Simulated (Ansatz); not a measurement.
# ZrB: relaxation

Aim: relax ZrB.

Method: DFT PBE, scalar-relativistic, plane waves, PAW, in Ansatz 0.2.0.

### 1 Starting point

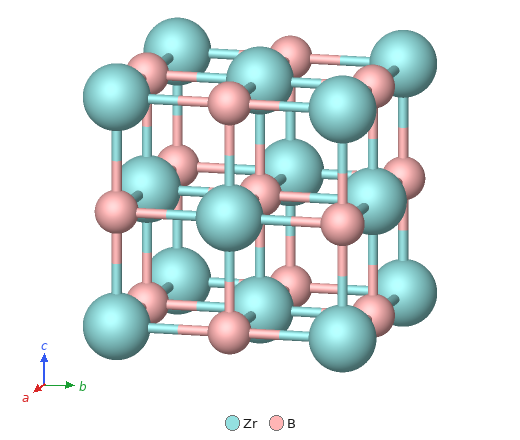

The starting structure, seen slightly off an axis (zirconium light teal, boron pink). Atoms on the faces are drawn again on the opposite ones. The cell drawn here is the conventional one.

As a file:

```cif
data_structure
_symmetry_space_group_name_H-M 'P 1'
_symmetry_Int_Tables_number 1
_cell_length_a 3.2880
_cell_length_b 3.2880
_cell_length_c 3.2880
_cell_angle_alpha 60.000
_cell_angle_beta 60.000
_cell_angle_gamma 60.000
_cell_volume 25.14
loop_
_atom_site_label
_atom_site_type_symbol
_atom_site_fract_x
_atom_site_fract_y
_atom_site_fract_z
_atom_site_occupancy
Zr1 Zr 0.00000 0.00000 0.00000 1
B1 B 0.50000 0.50000 0.50000 1
```

Source of the structure: the Crystallography Open Database.

### 2 Quick check of gap, pressure and forces

input.yaml

```yaml
crystal:
  lattice:
    - [0.0, 2.325, 2.325]
    - [2.325, 0.0, 2.325]
    - [2.325, 2.325, 0.0]
  atoms:
    - { symbol: Zr, position: [0.0, 0.0, 0.0] }
    - { symbol: B, position: [0.5, 0.5, 0.5] }
basis:
  ecutwfc: 420
kpoints:
  mp_grid: { grid: [6, 6, 6] }
hamiltonian:
  xc: pbe
scf:
  occupations: { method: gaussian, width: 0.1 }
output:
  forces: true
  stress: true
  eigenvalues: true
```

Command:

```console
ansatz run input.yaml --threads 1 --pin off --max-ram 3072MiB --backend cpu --events-out ev --progress --plain --runs-dir out
```

Log (excerpt; [...] marks lines left out):

```text
Warning: RAYON_NUM_THREADS=1 ignored (pool sized by the plan → 1); use --threads N
[...]
Pseudopotentials: kind: paw
Pseudopotential: Zr, paw, valence charge 12, recommended cutoff 420 eV (normal), Zr.paw.azcp
Pseudopotential: B, paw, valence charge 3, recommended cutoff 420 eV (normal), B.paw.azcp
Functional definition: PBE
[...]
Crystal: 2 atoms, lattice volume = 25.136 Å³
Basis set: ecut = 420 eV, 531 PW (Γ), exchange–correlation on 48×48×48 points (8 copies of the dense FFT grid, shifted against one another)
Bands: 12, of which v1, the nominal top of the filled ones, is band 8 counted from 1 (7 counted from 0)
Symmetry: 48 space group operations
Space group: Fm-3m (ITA 225), of the structure as read, at distance tolerance 2.9e-5 Å
k-points: 16 of 216
[...]
SCF iter   1: F=—  HF=-4340.132251 eV  |F-HF|=—  |Δ(HF+E_count)|=         —  Δρ=3.19e-3  dr2=2.48e-3  ethr=1.77e-3  ⟨swp⟩=5.0  Hψ=974  notcnv=0
[...]
SCF iter   6: F=-4340.131650 eV  HF=-4340.131650 eV  |F-HF|=6.61e-10  |Δ(HF+E_count)|=   3.44e-8  Δρ=1.70e-6  dr2=8.01e-10  ethr=3.98e-10  ⟨swp⟩=4.0  Hψ=735  notcnv=0
[...]
SCF converged after 6 iterations
Free energy (F): -4340.131650 eV
[...]
E sigma→0 (E₀):  -4340.126956 eV
Entropy (-TS):   -0.009388 eV (-4.694 meV/atom)
Fermi energy:    14.380290 eV
[...]
--- Forces (eV/Å), atoms counted from 1 ---
  atom   1  Zr    -0.00000000     0.00000000     0.00000000
  atom   2  B      0.00000000     0.00000000    -0.00000000
[...]
--- Stress (GPa, compression-positive) ---
       34.897042      -0.000000      -0.000000
        0.000000      34.897042      -0.000000
       -0.000000       0.000000      34.897042
  P = ⅓ Tr σ = 34.8970 GPa (348.970 kbar)
--- Band table (eV; the first three rows and the last of 16) ---
  k-point 0: bands = ["-32.2092", "-9.9555", "-9.9555", "-9.9555", "6.2340", "16.4816", "16.4816", "16.4816", "18.2582", "18.2582", "18.3785", "18.3785"]
[...]
```

It took 1.7 s on 1 thread of INTEL XEON PLATINUM 8581C at 2.10GHz (Emerald Rapids), shared host; peak memory 0.32 GiB.

Read-out: pressure 34.9 GPa, largest force 0.00 eV/Å, gap on this mesh none (metal). Stress or forces are large, so a loose relaxation on a coarse mesh comes first.

### 3 Rough relaxation on the coarse mesh

Changes to input.yaml since step 2:

```diff
@@ -11,3 +11,3 @@
 kpoints:
-  mp_grid: { grid: [6, 6, 6] }
+  mp_grid: { grid: [8, 8, 8] }
 hamiltonian:
@@ -20 +20,6 @@
   eigenvalues: true
+relax:
+  adjacent_minimum: "off"
+  f_tol: 0.05
+  max_steps: 80
+  cell: { stress_tol: 0.5 }
```

Command:

```console
ansatz run input.yaml --threads 1 --pin off --max-ram 3072MiB --backend cpu --events-out ev --progress --plain --runs-dir out
```

Log:

```text
Warning: RAYON_NUM_THREADS=1 ignored (pool sized by the plan → 1); use --threads N
Engine: ansatz 0.2.0, x86_64-unknown-linux-gnu
Pseudopotentials: kind: paw
Pseudopotential: Zr, paw, valence charge 12, recommended cutoff 420 eV (normal), Zr.paw.azcp
Pseudopotential: B, paw, valence charge 3, recommended cutoff 420 eV (normal), B.paw.azcp
Functional definition: PBE
  parameter kappa = 0.804
  parameter beta = 0.06672455060314922
  exchange = pbe_x(kappa = kappa, mu = beta*pi^2/3)
  correlation = pbe_c(beta = beta)
Crystal: 2 atoms, lattice volume = 25.136 Å³
Basis set: ecut = 420 eV, 531 PW (Γ), exchange–correlation on 48×48×48 points (8 copies of the dense FFT grid, shifted against one another)
Bands: 12, of which v1, the nominal top of the filled ones, is band 8 counted from 1 (7 counted from 0)
Symmetry: 48 space group operations
Space group: Fm-3m (ITA 225), of the structure as read, at distance tolerance 2.9e-5 Å
k-points: 29 of 512
Non-local potential: Zr, projectors of the file, l = 0: 3, l = 1: 2, l = 2: 2, l = 3: 2
Non-local potential: B, projectors of the file, l = 0: 2, l = 1: 2, l = 2: 1
PAW form: soft (Blöchl's): semilocal exchange-correlation on the pseudo side does not see the compensation charge
PAW one-centre angular grid: Zr, 590 points (default); XC on 64 Gauss nodes
PAW one-centre angular grid: B, 110 points (default); XC on 64 Gauss nodes
Initial density: superposition of atomic densities (neutral atoms: chi_scale 0, normalization atom), corrected by the library's trained network
Initial wavefunctions: pseudopotential atomic-orbital guess
Functional: x = pbe(κ = 0.804, μ = 0.2195149727645171), c = pbe(β = 0.06672455060314922)
SCF iter   1: F=—  HF=-4340.113388 eV  |F-HF|=—  |Δ(HF+E_count)|=         —  Δρ=2.82e-3  dr2=1.91e-3  ethr=1.77e-3  ⟨swp⟩=5.0  Hψ=1753  notcnv=0
preconditioner: auto → none  [metal: Δε(μ)=0.069 eV  Ē_g=18.337 eV  σ=0.100 eV  W_gap=0.37  n_scr=8 (ndim 8)  ℏωp=26.7 eV  f_vac=0.000  D(μ)=1.49/eV (n_scr^D=14)  sad-step TF]
SCF iter   2: F=—  HF=-4340.113027 eV  |F-HF|=—  |Δ(HF+E_count)|=   3.61e-4  Δρ=1.85e-3  dr2=7.60e-4  ethr=1.27e-5  ⟨swp⟩=2.3  Hψ=729  notcnv=0
SCF iter   3: F=—  HF=-4340.112919 eV  |F-HF|=—  |Δ(HF+E_count)|=   1.08e-4  Δρ=3.80e-4  dr2=3.48e-5  ethr=5.07e-6  ⟨swp⟩=1.9  Hψ=426  notcnv=0
SCF iter   4: F=—  HF=-4340.112910 eV  |F-HF|=—  |Δ(HF+E_count)|=   8.64e-6  Δρ=1.47e-4  dr2=3.59e-6  ethr=2.32e-7  ⟨swp⟩=2.2  Hψ=516  notcnv=0
SCF iter   5: F=—  HF=-4340.112910 eV  |F-HF|=—  |Δ(HF+E_count)|=   7.09e-7  Δρ=4.88e-5  dr2=4.92e-7  ethr=2.39e-8  ⟨swp⟩=2.0  Hψ=424  notcnv=0
SCF iter   6: F=-4340.112910 eV  HF=-4340.112910 eV  |F-HF|=2.01e-8  |Δ(HF+E_count)|=   1.23e-7  Δρ=1.30e-5  dr2=3.17e-8  ethr=6.67e-10  ⟨swp⟩=5.4  Hψ=1639  notcnv=0
SCF 1 converged in 6 iterations: F = -4340.112910 eV  dr2 = 3.17e-8
relax step   1: F+E_penalty+E_count = -4340.11290958 eV  Δ(F+E_penalty+E_count) = +0.000e0 eV  max|allowed force component| = 2.925e-30 eV/Å  Δτ_max = 0.0000 Å  P = +35.014 GPa  Ω = 25.136 Å³  (6 SCF iters, dr2 threshold 1.00e-7 eV, accepted)
Crystal: 2 atoms, lattice volume = 28.915 Å³
Basis set: ecut = 420 eV, 537 PW (Γ), exchange–correlation on 48×48×48 points (8 copies of the dense FFT grid, shifted against one another)
Initial density: handed on by an earlier stage of this run
Initial wavefunctions: those handed on with the density
iter 1 solved again at ethr=4.54e-4 eV; its pass at ethr=3.10e-3 eV (dr2=6.81e-2 eV) is discarded
SCF iter   1: F=—  HF=-4340.542140 eV  |F-HF|=—  |Δ(HF+E_count)|=         —  Δρ=1.24e-2  dr2=6.96e-2  ethr=4.54e-4  ⟨swp⟩=1.0  Hψ=2425  notcnv=0
preconditioner: auto → none  [metal: Δε(μ)=0.071 eV  Ē_g=7.143 eV  σ=0.100 eV  W_gap=0.38  n_scr=8 (ndim 8)  ℏωp=18.3 eV  f_vac=0.000  D(μ)=1.63/eV (n_scr^D=14)]
SCF iter   2: F=—  HF=-4340.524034 eV  |F-HF|=—  |Δ(HF+E_count)|=   1.81e-2  Δρ=4.11e-3  dr2=7.22e-3  ethr=4.54e-4  ⟨swp⟩=2.0  Hψ=527  notcnv=0
SCF iter   3: F=—  HF=-4340.522099 eV  |F-HF|=—  |Δ(HF+E_count)|=   1.94e-3  Δρ=4.73e-4  dr2=3.33e-5  ethr=4.82e-5  ⟨swp⟩=2.0  Hψ=429  notcnv=0
SCF iter   4: F=—  HF=-4340.522115 eV  |F-HF|=—  |Δ(HF+E_count)|=   1.59e-5  Δρ=3.01e-5  dr2=1.56e-7  ethr=2.22e-7  ⟨swp⟩=2.2  Hψ=486  notcnv=0
iter 5 did not close the SCF: its close was put off for the readings that it lacked (scf_convergence_deferred on its scf_iter line)
SCF iter   5: F=-4340.522115 eV  HF=-4340.522115 eV  |F-HF|=2.88e-9  |Δ(HF+E_count)|=   8.17e-8  Δρ=6.85e-6  dr2=5.31e-9  ethr=1.04e-9  ⟨swp⟩=2.2  Hψ=545  notcnv=0
SCF iter   6: F=-4340.522115 eV  HF=-4340.522115 eV  |F-HF|=3.03e-10  |Δ(HF+E_count)|=   3.93e-9  Δρ=1.18e-6  dr2=4.00e-10  ethr=3.54e-11  ⟨swp⟩=1.4  Hψ=1028  notcnv=0
SCF 2 converged in 6 iterations: F = -4340.522115 eV  dr2 = 4.00e-10
relax step   2: F+E_penalty+E_count = -4340.52211504 eV  Δ(F+E_penalty+E_count) = -4.092e-1 eV  max|allowed force component| = 1.150e-30 eV/Å  Δτ_max = 0.0000 Å  P = +3.212 GPa  Ω = 28.915 Å³  energy of the carried Pulay correction = -2.209e-3 eV  (6 SCF iters, dr2 threshold 2.00e-7 eV, accepted)
Crystal: 2 atoms, lattice volume = 29.361 Å³
iter 1 solved again at ethr=5.83e-6 eV; its pass at ethr=3.10e-3 eV (dr2=8.75e-4 eV) is discarded
SCF iter   1: F=—  HF=-4340.527372 eV  |F-HF|=—  |Δ(HF+E_count)|=         —  Δρ=1.26e-3  dr2=7.33e-4  ethr=5.83e-6  ⟨swp⟩=1.1  Hψ=2090  notcnv=0
preconditioner: auto → none  [insulator: Δε(μ)=0.097 eV  Ē_g=7.112 eV  σ=0.100 eV  W_gap=0.51  n_scr=8 (ndim 8)  ℏωp=18.1 eV  f_vac=0.000  D(μ)=1.42/eV (n_scr^D=14)  ε∞_Penn≈7.5]
SCF iter   2: F=—  HF=-4340.527177 eV  |F-HF|=—  |Δ(HF+E_count)|=   1.95e-4  Δρ=4.04e-4  dr2=7.25e-5  ethr=4.88e-6  ⟨swp⟩=2.0  Hψ=408  notcnv=0
SCF iter   3: F=—  HF=-4340.527157 eV  |F-HF|=—  |Δ(HF+E_count)|=   1.96e-5  Δρ=4.65e-5  dr2=3.20e-7  ethr=4.83e-7  ⟨swp⟩=2.0  Hψ=426  notcnv=0
iter 4 did not close the SCF: its close was put off for the readings that it lacked (scf_convergence_deferred on its scf_iter line)
SCF iter   4: F=-4340.527157 eV  HF=-4340.527157 eV  |F-HF|=1.75e-9  |Δ(HF+E_count)|=   1.51e-7  Δρ=4.37e-6  dr2=3.96e-9  ethr=2.13e-9  ⟨swp⟩=2.5  Hψ=545  notcnv=0
iter 5 did not close the SCF: its close was put off for the readings that it lacked (scf_convergence_deferred on its scf_iter line)
SCF iter   5: F=-4340.527157 eV  HF=-4340.527157 eV  |F-HF|=6.18e-11  |Δ(HF+E_count)|=  4.79e-10  Δρ=8.69e-7  dr2=4.72e-11  ethr=2.64e-11  ⟨swp⟩=2.5  Hψ=546  notcnv=0
SCF iter   6: F=-4340.527157 eV  HF=-4340.527157 eV  |F-HF|=0.00e0  |Δ(HF+E_count)|=  6.91e-11  Δρ=1.12e-7  dr2=1.64e-12  ethr=1.00e-12  ⟨swp⟩=1.0  Hψ=895  notcnv=0
SCF 3 converged in 6 iterations: F = -4340.527157 eV  dr2 = 1.64e-12
relax step   3: F+E_penalty+E_count = -4340.52715715 eV  Δ(F+E_penalty+E_count) = -5.042e-3 eV  max|allowed force component| = 1.496e-30 eV/Å  Δτ_max = 0.0000 Å  P = +0.621 GPa  Ω = 29.361 Å³  energy of the carried Pulay correction = -2.449e-3 eV  (6 SCF iters, dr2 threshold 2.00e-7 eV, accepted)
Crystal: 2 atoms, lattice volume = 29.469 Å³
Basis set: ecut = 420 eV, 561 PW (Γ), exchange–correlation on 48×48×48 points (8 copies of the dense FFT grid, shifted against one another)
iter 1 solved again at ethr=3.37e-7 eV; its pass at ethr=3.10e-3 eV (dr2=5.05e-5 eV) is discarded
SCF iter   1: F=—  HF=-4340.527327 eV  |F-HF|=—  |Δ(HF+E_count)|=         —  Δρ=3.03e-4  dr2=4.27e-5  ethr=3.37e-7  ⟨swp⟩=1.6  Hψ=2097  notcnv=0
preconditioner: auto → none  [insulator: Δε(μ)=0.097 eV  Ē_g=7.096 eV  σ=0.100 eV  W_gap=0.50  n_scr=8 (ndim 8)  ℏωp=18.1 eV  f_vac=0.000  D(μ)=1.40/eV (n_scr^D=14)  ε∞_Penn≈7.5]
SCF iter   2: F=—  HF=-4340.527316 eV  |F-HF|=—  |Δ(HF+E_count)|=   1.16e-5  Δρ=9.51e-5  dr2=4.04e-6  ethr=2.85e-7  ⟨swp⟩=2.1  Hψ=417  notcnv=0
iter 3 did not close the SCF: its close was put off for the readings that it lacked (scf_convergence_deferred on its scf_iter line)
SCF iter   3: F=-4340.527315 eV  HF=-4340.527315 eV  |F-HF|=5.75e-9  |Δ(HF+E_count)|=   1.12e-6  Δρ=1.13e-5  dr2=2.01e-8  ethr=2.69e-8  ⟨swp⟩=2.0  Hψ=426  notcnv=0
iter 4 did not close the SCF: its close was put off for the readings that it lacked (scf_convergence_deferred on its scf_iter line)
SCF iter   4: F=-4340.527315 eV  HF=-4340.527315 eV  |F-HF|=3.55e-11  |Δ(HF+E_count)|=   8.09e-9  Δρ=7.08e-7  dr2=4.87e-11  ethr=1.34e-10  ⟨swp⟩=2.4  Hψ=536  notcnv=0
iter 5 did not close the SCF: its close was put off for the readings that it lacked (scf_convergence_deferred on its scf_iter line)
SCF iter   5: F=-4340.527315 eV  HF=-4340.527315 eV  |F-HF|=1.82e-12  |Δ(HF+E_count)|=  4.18e-11  Δρ=1.55e-7  dr2=1.76e-12  ethr=1.00e-12  ⟨swp⟩=2.2  Hψ=523  notcnv=0
SCF iter   6: F=-4340.527315 eV  HF=-4340.527315 eV  |F-HF|=0.00e0  |Δ(HF+E_count)|=  9.09e-13  Δρ=2.05e-8  dr2=1.14e-13  ethr=1.00e-12  ⟨swp⟩=1.0  Hψ=812  notcnv=0
SCF 4 converged in 6 iterations: F = -4340.527315 eV  dr2 = 1.14e-13
relax step   4: F+E_penalty+E_count = -4340.52731463 eV  Δ(F+E_penalty+E_count) = -1.575e-4 eV  max|allowed force component| = 1.118e-30 eV/Å  Δτ_max = 0.0000 Å  P = +0.017 GPa  Ω = 29.469 Å³  energy of the carried Pulay correction = -2.507e-3 eV  (6 SCF iters, dr2 threshold 2.00e-7 eV, accepted)
Initial wavefunctions: pseudopotential atomic-orbital guess (no wavefunctions were taken with the density)
iter 1 solved again at ethr=6.63e-8 eV; its pass at ethr=3.10e-3 eV (dr2=9.95e-6 eV) is discarded
SCF iter   1: F=—  HF=-4340.531671 eV  |F-HF|=—  |Δ(HF+E_count)|=         —  Δρ=3.30e-4  dr2=4.23e-6  ethr=6.63e-8  ⟨swp⟩=3.0  Hψ=2726  notcnv=0
preconditioner: auto → none  [insulator: Δε(μ)=0.097 eV  Ē_g=7.098 eV  σ=0.100 eV  W_gap=0.51  n_scr=8 (ndim 8)  ℏωp=18.1 eV  f_vac=0.000  D(μ)=1.39/eV (n_scr^D=14)  ε∞_Penn≈7.5]
SCF iter   2: F=—  HF=-4340.531691 eV  |F-HF|=—  |Δ(HF+E_count)|=   2.02e-5  Δρ=1.67e-4  dr2=8.29e-7  ethr=2.82e-8  ⟨swp⟩=2.0  Hψ=436  notcnv=0
SCF iter   3: F=—  HF=-4340.531699 eV  |F-HF|=—  |Δ(HF+E_count)|=   7.50e-6  Δρ=2.01e-5  dr2=1.52e-8  ethr=5.53e-9  ⟨swp⟩=2.2  Hψ=477  notcnv=0
iter 4 did not close the SCF: its close was put off for the readings that it lacked (scf_convergence_deferred on its scf_iter line)
SCF iter   4: F=-4340.531699 eV  HF=-4340.531699 eV  |F-HF|=3.27e-11  |Δ(HF+E_count)|=   1.07e-7  Δρ=8.80e-7  dr2=9.26e-11  ethr=1.01e-10  ⟨swp⟩=2.2  Hψ=469  notcnv=0
iter 5 did not close the SCF: its close was put off for the readings that it lacked (scf_convergence_deferred on its scf_iter line)
SCF iter   5: F=-4340.531699 eV  HF=-4340.531699 eV  |F-HF|=0.00e0  |Δ(HF+E_count)|=  4.09e-11  Δρ=1.73e-7  dr2=4.93e-12  ethr=1.00e-12  ⟨swp⟩=2.9  Hψ=573  notcnv=0
SCF iter   6: F=-4340.531699 eV  HF=-4340.531699 eV  |F-HF|=9.09e-13  |Δ(HF+E_count)|=    0.00e0  Δρ=9.18e-9  dr2=1.65e-14  ethr=1.00e-12  ⟨swp⟩=2.0  Hψ=906  notcnv=0
SCF 5 converged in 6 iterations: F = -4340.531699 eV  dr2 = 1.65e-14
relax step   5: F+E_penalty+E_count = -4340.53169903 eV  Δ(F+E_penalty+E_count) = -4.384e-3 eV  max|allowed force component| = 1.528e-30 eV/Å  Δτ_max = 0.0000 Å  P = +0.165 GPa  Ω = 29.469 Å³  stress off target by 1.65e-1 GPa  SCF on the basis re-selected at this cell (its energy is not comparable with the rows above)  (6 SCF iters)
basis re-selected at this cell: Δ(F+E_penalty+E_count) = -4.384e-3 eV, ΔP = +0.148 GPa vs the last step (what re-selecting the basis moved, of the pressure what is left beyond the Pulay correction that the steps carried, after the strain that the cell walked since its last selection, with what the two solves' SCF thresholds leave and, on support functions, any second-order correction that the steps lacked; it is no measure of the basis error at this ecutwfc). This SCF's stress stands 1.65e-1 GPa from its target on what of the cell is left free (relax.cell.stress_tol is 5.00e-1 GPa) and its largest allowed force component is 1.53e-30 eV/Å (relax.f_tol is 5.00e-2 eV/Å): within both
SCF converged after 6 iterations
Free energy (F): -4340.531699 eV
Harris-Foulkes:  -4340.531699 eV  (|F-HF|=9.09e-13)
Internal energy: -4340.524720 eV  (E = F + TS)
E sigma→0 (E₀):  -4340.528210 eV
Entropy (-TS):   -0.006979 eV (-3.489 meV/atom)
Fermi energy:    12.201924 eV
--- Per-component energies (eV) ---
  E_band       = -82.595404
  E_kinetic    = 378.808052
  E_local      = -638.023624  (includes V_loc(G=0)·N_el)
  E_nonlocal   = 91.634050
  E_hartree    = 198.255671
  E_xc         = -193.654064
  E_vxc        = -228.895238  (∫ρ·V_xc dr)
  E_paw        = -3032.272516  (= ΣΔE_a)
  E_vpaw       = -82.630010  (= ΣTr[D̂ρ^β])
  E_aug_tail   = 0.000023  (compensation charges beyond the density's cutoff)
  E_ewald      = -1145.272314
  E_smearing   = -0.006979  (= −TS)
  E_closure    = 0.000000  (closes the sum)
  Σ components = -4340.531699   (vs F -4340.531699, Δ=0.00e0)
--- Forces (eV/Å), atoms counted from 1 ---
  atom   1  Zr    -0.00000000     0.00000000     0.00000000
  atom   2  B      0.00000000    -0.00000000    -0.00000000
  max |Σ_I F_I| component: 1.94e-30 eV/Å
--- Stress (GPa, compression-positive) ---
        0.164749      -0.000000       0.000000
       -0.000000       0.164749      -0.000000
        0.000000       0.000000       0.164749
  P = ⅓ Tr σ = 0.1647 GPa (1.647 kbar)
--- Band table (eV; the first three rows and the last of 29) ---
  k-point 0: bands = ["-35.3005", "-13.1288", "-13.1288", "-13.1288", "4.1381", "13.9189", "13.9189", "13.9189", "15.3132", "15.3132", "15.6084", "15.6084"]
  k-point 1: bands = ["-35.2921", "-13.2115", "-13.1372", "-13.1372", "4.4815", "12.9480", "13.3913", "13.3913", "14.5017", "14.5017", "15.9823", "17.6333"]
  k-point 2: bands = ["-35.2716", "-13.4059", "-13.1574", "-13.1574", "5.4182", "11.3183", "12.1198", "12.1198", "15.2744", "15.2744", "16.4516", "20.0395"]
  k-point 28: bands = ["-35.2230", "-13.4687", "-13.4687", "-13.3241", "6.8276", "11.1069", "11.1069", "11.2863", "16.6191", "16.6191", "17.9052", "18.9967"]
--- Relaxed structure (4 steps of the walk, 4 accepted, 1 SCFs on fresh bases) ---
  F+E_penalty+E_count = -4340.53169903 eV   max|allowed force component| = 1.528e-30 eV/Å   (the final SCF, on the basis selected at the relaxed cell)
  cell:  # Å, volume = 29.4693 Å³
    - [-2.522209156283317e-33, 2.451584338720547, 2.451584338720547]
    - [2.451584338720547, -1.3757504488818093e-33, 2.451584338720547]
    - [2.451584338720547, 2.451584338720547, -1.7069496310200225e-33]
  atoms:
    - { symbol: Zr, position: [1.0354462066600235e-35, -1.553169309989906e-35, -1.553169309989977e-35] }
    - { symbol: B, position: [0.5, 0.5, 0.5] }
```

Wall time 3.2 s (1 thread of INTEL XEON PLATINUM 8581C at 2.10GHz (Emerald Rapids), shared host); peak memory 0.36 GiB.

Relaxation path:

```
step  energy from step 1 (eV/cell)  largest force component (eV/Å)  pressure (GPa)  volume (Å³)
   1                        0.0000                          0.0000           35.01        25.14
   2                       -0.4092                          0.0000            3.21        28.92
   3                       -0.4142                          0.0000            0.62        29.36
   4                       -0.4144                          0.0000            0.02        29.47
   5                       -0.4188                          0.0000            0.16        29.47
```

Step 1 is the start. Step 5 repeats the geometry before it on a plane-wave basis chosen anew for that cell, so its energy need not be comparable with the rows above.

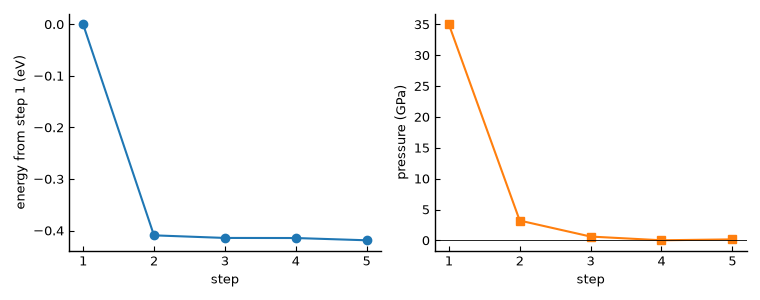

Energy and pressure along the relaxation.

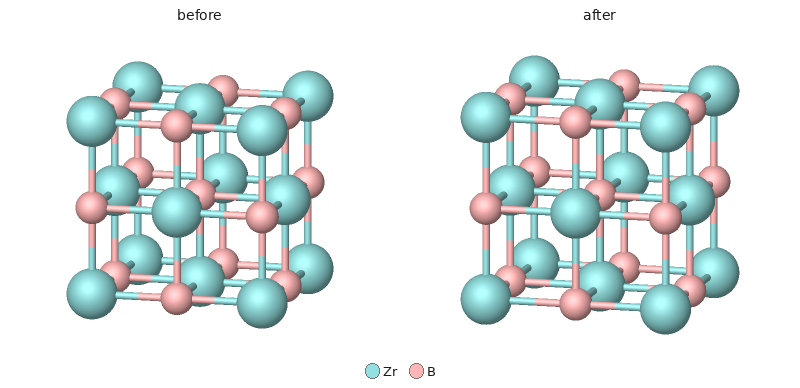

Before and after, at one scale.

Lengths and angles in the start's conventional setting:

|  | before | after | change |
| --- | --- | --- | --- |
| a (Å) | 4.650 | 4.903 | +5.4 % |
| b (Å) | 4.650 | 4.903 | +5.4 % |
| c (Å) | 4.650 | 4.903 | +5.4 % |
| volume (Å³/atom) | 12.57 | 14.73 | +17.2 % |
| shortest distance (Å) | 2.325 | 2.452 | +5.4 % |
| space group (0.01 Å) | Fm-3m | Fm-3m | same |

The run keeps the 48 symmetry operations of the start, so it could not have lowered the symmetry.

[end of part 1 of 2]
